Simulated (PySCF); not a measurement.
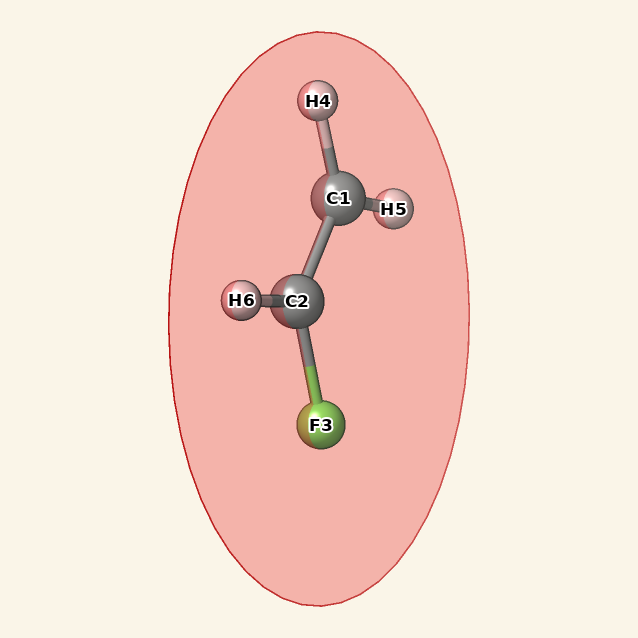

A disc through the centre of mass is drawn in. Depth is shown by fading: the farther an atom, the more it takes the colour of the background. Computed geometry: GFN2-xTB optimisation. No frequency run is at hand to confirm it as a minimum.

**Is the plane of the disc a mirror plane of the structure?**

Yes. The reflection leaves C1, C2, F3, H4, H5, H6 in place. The point group is Cs.
